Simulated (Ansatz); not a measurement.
**Run report: SnPH$_{5}$Cl$_{2}$O$_{2}$, geometry relaxation (part 1 of 2)**

System: SnPH$_{5}$Cl$_{2}$O$_{2}$.
Method: RKS BLYP/def2-SVP (Ansatz 0.2.0).

The input holds or restrains some coordinates. It belongs to a series of runs on one base structure; here: pulled along the bonds that form and break, towards end B. Figures and captions count atoms from 1; the log counts them from 0 in places.

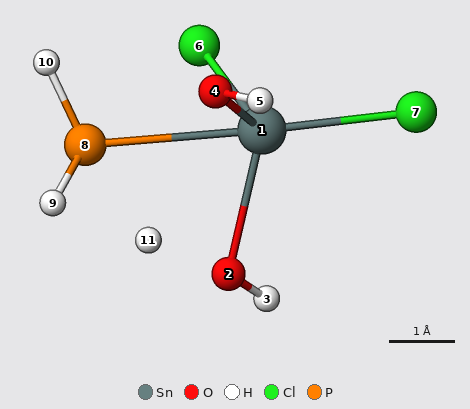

The structure as given in the input (ball-and-stick view, seen at a tilt; atoms are numbered from 1 in the order of the input). Sticks mark near contacts. Bond lengths as drawn: Cl–Sn 2.41 Å, H–O 1.01 Å, H–P 1.42 Å, O–Sn 1.96 to 2.31 Å and P–Sn 2.76 Å.

**The input**
```yaml
crystal:
  periodic: [false, false, false]
  atoms:
    - { symbol: Sn, position_ang: [0.0, 0.0, 0.0] }
    - { symbol: O, position_ang: [0.0, 0.0, 2.31] }
    - { symbol: H, position_ang: [-0.9095, -0.2814, 2.6471] }
    - { symbol: O, position_ang: [1.8483, 0.0, -0.6527] }
    - { symbol: H, position_ang: [2.1646, -0.9521, -0.7693] }
    - { symbol: Cl, position_ang: [-1.1351, 1.9666, -0.8025] }
    - { symbol: Cl, position_ang: [-1.1351, -1.9666, -0.8025] }
    - { symbol: P, position_ang: [1.0347, 2.4062, 0.8703] }
    - { symbol: H, position_ang: [2.1468, 2.1645, 1.7195] }
    - { symbol: H, position_ang: [1.4523, 3.1749, -0.2482] }
    - { symbol: H, position_ang: [0.5254, 1.222, 2.0913] }
basis:
  gaussian: { orbitals: def2-SVP }
hamiltonian:
  xc: blyp
relax:
  f_tol: 0.15
  max_steps: 25
  restrain:
    - { distance: [0, 7], at: 2.46, k: 30.0 }
    - { distance: [10, 1], at: 1.01, k: 30.0 }
    - { distance: [0, 1], at: 3.16, k: 30.0 }
    - { distance: [10, 7], at: 2.62, k: 30.0 }
output:
  orbitals: {}
```

Machine: 4 threads of AMD EPYC (Zen 3), 24 GiB of memory available, shared host.

Run as:
```bash
ansatz run input.yaml --threads 4 --pin off --max-ram 5120MiB --backend cpu --events-out ev --progress --plain --runs-dir out
```

**What the program printed**
```
The last accepted step is kept in [file] (removed where the run ends without a failure and the disk answers)
Engine: ansatz 0.2.0, x86_64-unknown-linux-gnu
Functional definition: BLYP
  parameter beta = 0.0042
  parameter a = 0.04918
  parameter b = 0.132
  parameter c = 0.2533
  parameter d = 0.349
  exchange = b88_x(beta = beta)
  correlation = lyp_c(a = a, b = b, c = c, d = d)
1464 factors; their error is unknown
mean field evaluation 1: about -44310.6210 eV, gradient 8.2e1 eV
mean field evaluation 2: about -44141.5129 eV, gradient 2.4e2 eV
mean field evaluation 4: about -44318.5677 eV, gradient 3.8e1 eV
mean field evaluation 8: about -44323.5456 eV, gradient 3.6e0 eV
mean field evaluation 16: about -44323.5408 eV, gradient 5.2e-3 eV
mean field -44323.54082567 eV, -1628.8600817683 hartree, gradient 4.5e-5 eV, S^2 0.000000; 1 other end points of the search recorded, 0 dependent functions left out
the calculation of the forces begins
reference -44323.54121434 eV, -1628.8600960516 hartree; 46, 46 occupied and 87, 87 virtual orbitals, 1464 factors
relax step   1: F+E_penalty+E_count = -44323.54082567 eV  Δ(F+E_penalty+E_count) = +0.000e0 eV  max|allowed force component| = 2.456e0 eV/Å  E_restraint = 24.59831707 eV  max|allowed force component, restraints' pulls added| = 2.717e1 eV/Å  Δτ_max = 0.0000 Å  (49 SCF iters, accepted)
  distance Sn 0 - P 7 = 2.7600 Å
  distance H 10 - O 1 = 1.3480 Å
  distance Sn 0 - O 1 = 2.3100 Å
  distance H 10 - P 7 = 1.7755 Å
these checks for a lower state are left out or cut short: starts, cluster_reference, orbital_swaps, neighbouring_geometries, increment
1464 factors; their error is unknown
mean field evaluation 32: about -44323.6646 eV, gradient 1.5e-4 eV
mean field -44323.66456597 eV, -1628.8646291404 hartree, gradient 2.0e-5 eV, S^2 0.000000; 0 other end points of the search recorded, 0 dependent functions left out
[... from here on the field's lines of each further geometry are left out, up to the last ...]
relax step   2: F+E_penalty+E_count = -44323.66456597 eV  Δ(F+E_penalty+E_count) = -1.237e-1 eV  max|allowed force component| = 3.907e0 eV/Å  E_restraint = 11.33138137 eV  max|allowed force component, restraints' pulls added| = 1.826e1 eV/Å  Δτ_max = 0.1948 Å  (39 SCF iters, accepted)
relax step   3: F+E_penalty+E_count = -44324.04384810 eV  Δ(F+E_penalty+E_count) = -3.793e-1 eV  max|allowed force component| = 4.764e0 eV/Å  E_restraint = 4.14011033 eV  max|allowed force component, restraints' pulls added| = 1.004e1 eV/Å  Δτ_max = 0.1948 Å  (38 SCF iters, accepted)
relax step   4: F+E_penalty+E_count = -44324.80186777 eV  Δ(F+E_penalty+E_count) = -7.580e-1 eV  max|allowed force component| = 3.792e0 eV/Å  E_restraint = 0.72002495 eV  max|allowed force component, restraints' pulls added| = 4.362e0 eV/Å  Δτ_max = 0.1945 Å  (38 SCF iters, accepted)
relax step   5: F+E_penalty+E_count = -44325.84918293 eV  Δ(F+E_penalty+E_count) = -1.047e0 eV  max|allowed force component| = 1.812e0 eV/Å  E_restraint = 0.10304812 eV  max|allowed force component, restraints' pulls added| = 1.557e0 eV/Å  Δτ_max = 0.1948 Å  (38 SCF iters, accepted)
relax step   6: F+E_penalty+E_count = -44326.36677188 eV  Δ(F+E_penalty+E_count) = -5.176e-1 eV  max|allowed force component| = 1.309e0 eV/Å  E_restraint = 0.03802377 eV  max|allowed force component, restraints' pulls added| = 1.312e0 eV/Å  Δτ_max = 0.1949 Å  (34 SCF iters, accepted)
relax step   7: F+E_penalty+E_count = -44326.59072541 eV  Δ(F+E_penalty+E_count) = -2.240e-1 eV  max|allowed force component| = 1.184e0 eV/Å  E_restraint = 0.02290494 eV  max|allowed force component, restraints' pulls added| = 1.017e0 eV/Å  Δτ_max = 0.1949 Å  (30 SCF iters, accepted)
relax step   8: F+E_penalty+E_count = -44326.76496335 eV  Δ(F+E_penalty+E_count) = -1.742e-1 eV  max|allowed force component| = 7.004e-1 eV/Å  E_restraint = 0.01472408 eV  max|allowed force component, restraints' pulls added| = 6.562e-1 eV/Å  Δτ_max = 0.1950 Å  (30 SCF iters, accepted)
relax step   9: F+E_penalty+E_count = -44326.91589736 eV  Δ(F+E_penalty+E_count) = -1.509e-1 eV  max|allowed force component| = 6.756e-1 eV/Å  E_restraint = 0.01383253 eV  max|allowed force component, restraints' pulls added| = 5.355e-1 eV/Å  Δτ_max = 0.1998 Å  (30 SCF iters, accepted)
relax step  10: F+E_penalty+E_count = -44327.03339720 eV  Δ(F+E_penalty+E_count) = -1.175e-1 eV  max|allowed force component| = 9.859e-1 eV/Å  E_restraint = 0.01246986 eV  max|allowed force component, restraints' pulls added| = 6.465e-1 eV/Å  Δτ_max = 0.1950 Å  (30 SCF iters, accepted)
relax step  11: F+E_penalty+E_count = -44327.10148916 eV  Δ(F+E_penalty+E_count) = -6.809e-2 eV  max|allowed force component| = 1.190e0 eV/Å  E_restraint = 0.00997075 eV  max|allowed force component, restraints' pulls added| = 1.118e0 eV/Å  Δτ_max = 0.1936 Å  (34 SCF iters, accepted)
relax step  12: F+E_penalty+E_count = -44327.14369614 eV  Δ(F+E_penalty+E_count) = -4.221e-2 eV  max|allowed force component| = 1.103e0 eV/Å  E_restraint = 0.00904342 eV  max|allowed force component, restraints' pulls added| = 1.001e0 eV/Å  Δτ_max = 0.1914 Å  (31 SCF iters, accepted)
relax step  13: F+E_penalty+E_count = -44327.15718289 eV  Δ(F+E_penalty+E_count) = -1.349e-2 eV  max|allowed force component| = 1.290e0 eV/Å  E_restraint = 0.00961057 eV  max|allowed force component, restraints' pulls added| = 1.264e0 eV/Å  Δτ_max = 0.1949 Å  (29 SCF iters, accepted)
relax step  14: F+E_penalty+E_count = -44327.15773480 eV  Δ(F+E_penalty+E_count) = -5.519e-4 eV  max|allowed force component| = 1.429e0 eV/Å  E_restraint = 0.00908837 eV  max|allowed force component, restraints' pulls added| = 1.443e0 eV/Å  Δτ_max = 0.1912 Å  (30 SCF iters, accepted)
relax step  15: F+E_penalty+E_count = -44327.22405899 eV  Δ(F+E_penalty+E_count) = -6.632e-2 eV  max|allowed force component| = 6.500e-1 eV/Å  E_restraint = 0.01273100 eV  max|allowed force component, restraints' pulls added| = 1.581e-1 eV/Å  Δτ_max = 0.1995 Å  (30 SCF iters, accepted)
relax step  16: F+E_penalty+E_count = -44327.24364417 eV  Δ(F+E_penalty+E_count) = -1.959e-2 eV  max|allowed force component| = 6.087e-1 eV/Å  E_restraint = 0.01269041 eV  max|allowed force component, restraints' pulls added| = 1.420e-1 eV/Å  Δτ_max = 0.1558 Å  (30 SCF iters, accepted)
relax step  17: F+E_penalty+E_count = -44327.23536173 eV  Δ(F+E_penalty+E_count) = +8.282e-3 eV  max|allowed force component| = 9.592e-1 eV/Å  E_restraint = 0.02605652 eV  max|allowed force component, restraints' pulls added| = 9.592e-1 eV/Å  Δτ_max = 0.1931 Å  (34 SCF iters, rejected (line search))
relax step  18: F+E_penalty+E_count = -44327.24905115 eV  Δ(F+E_penalty+E_count) = -5.407e-3 eV  max|allowed force component| = 6.217e-1 eV/Å  E_restraint = 0.01234634 eV  max|allowed force component, restraints' pulls added| = 4.115e-1 eV/Å  Δτ_max = 0.0942 Å  (31 SCF iters, accepted)
relax step  19: F+E_penalty+E_count = -44327.26170365 eV  Δ(F+E_penalty+E_count) = -1.265e-2 eV  max|allowed force component| = 6.125e-1 eV/Å  E_restraint = 0.01232053 eV  max|allowed force component, restraints' pulls added| = 1.806e-1 eV/Å  Δτ_max = 0.0997 Å  (26 SCF iters, accepted)
relax step  20: F+E_penalty+E_count = -44327.26798420 eV  Δ(F+E_penalty+E_count) = -6.281e-3 eV  max|allowed force component| = 6.463e-1 eV/Å  E_restraint = 0.01360923 eV  max|allowed force component, restraints' pulls added| = 2.652e-1 eV/Å  Δτ_max = 0.1463 Å  (30 SCF iters, accepted)
relax step  21: F+E_penalty+E_count = -44327.26554996 eV  Δ(F+E_penalty+E_count) = +2.434e-3 eV  max|allowed force component| = 6.121e-1 eV/Å  E_restraint = 0.01240799 eV  max|allowed force component, restraints' pulls added| = 3.000e-1 eV/Å  Δτ_max = 0.0823 Å  (30 SCF iters, rejected (line search))
relax step  22: F+E_penalty+E_count = -44327.26977350 eV  Δ(F+E_penalty+E_count) = -1.789e-3 eV  max|allowed force component| = 6.062e-1 eV/Å  E_restraint = 0.01261456 eV  max|allowed force component, restraints' pulls added| = 1.622e-1 eV/Å  Δτ_max = 0.0394 Å  (27 SCF iters, accepted)
the calculation of the forces begins
reference -44327.27100527 eV, -1628.9971633402 hartree; 46, 46 occupied and 87, 87 virtual orbitals, 1464 factors
relax step  23: F+E_penalty+E_count = -44327.27062183 eV  Δ(F+E_penalty+E_count) = -8.483e-4 eV  max|allowed force component| = 6.624e-1 eV/Å  E_restraint = 0.01222558 eV  max|allowed force component, restraints' pulls added| = 1.238e-1 eV/Å  Δτ_max = 0.0387 Å  (27 SCF iters, accepted)
  distance Sn 0 - P 7 = 2.4815 Å
  distance H 10 - O 1 = 0.9919 Å
  distance Sn 0 - O 1 = 3.1560 Å
  distance H 10 - P 7 = 2.6229 Å
1464 factors; their error is unknown
mean field evaluation 192: about -44327.2706 eV, gradient 1.2e-1 eV
```

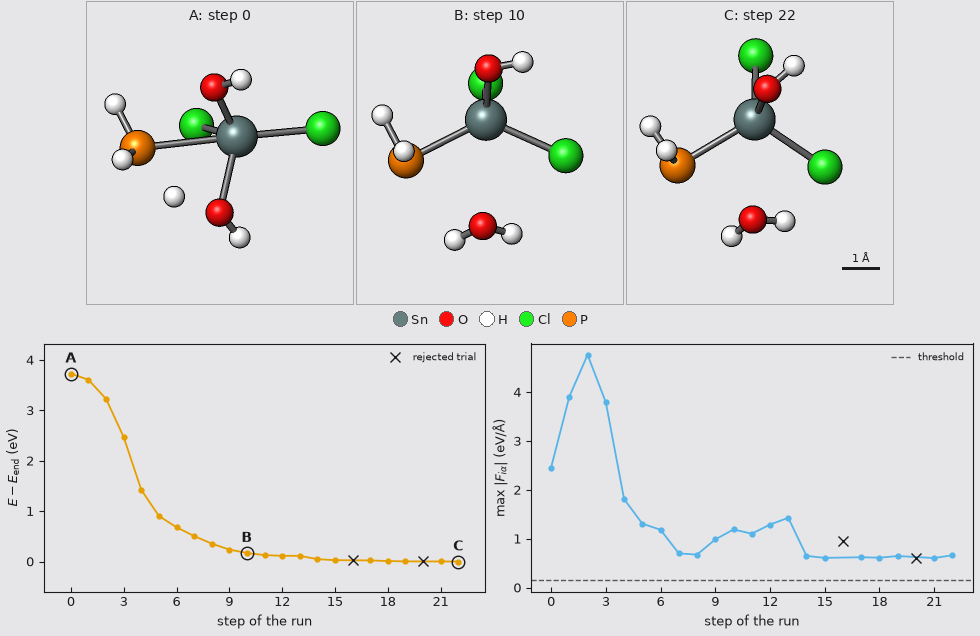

Frames of the restrained relaxation (ball-and-stick view, seen on its broad side) above the curves, on which the letters mark them (the first geometry is step 0 here and step 1 in the log).

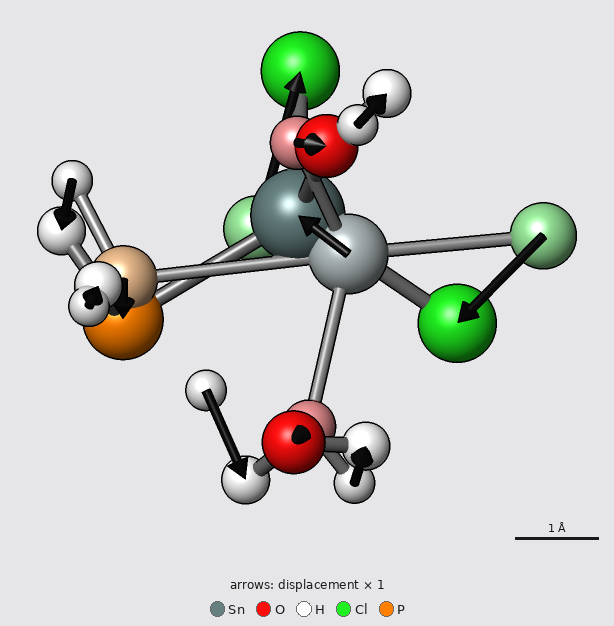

Start (faint) and end (solid) with the displacements as black arrows, at true length (ball-and-stick view, seen on its broad side). The two geometries are laid on each other by the best rigid fit. The atom that moves furthest after the best rigid fit is Cl6 (2.02 Å). Largest moves by element: Cl 2.02 Å, H 1.20 Å, Sn 0.79 Å, O 0.60 Å, P 0.54 Å. Distances before and after: Sn1–O2 2.310 → 3.156 Å, O2–H11 1.348 → 0.992 Å, Sn1–P8 2.760 → 2.482 Å, Sn1–O4 1.960 → 2.008 Å. New bonds form: O2–H11 (1.35 → 0.99 Å). Bonds break: Sn1–O2 (2.31 → 3.16 Å). Among the angles that change: Cl7–Sn1–P8 173.5° → 114.0°, Cl6–Sn1–P8 64.5° → 111.9°, O4–Sn1–P8 75.6° → 112.4°. Over 22 geometry steps the energy falls by 3.730 eV. Largest force component: 2.5 eV/Å at the start, 0.66 eV/Å at the end. The line search rejected the trial steps at points 16, 20 (counted from 0) and went back. (Atoms are counted from 1 in the order of the input.)
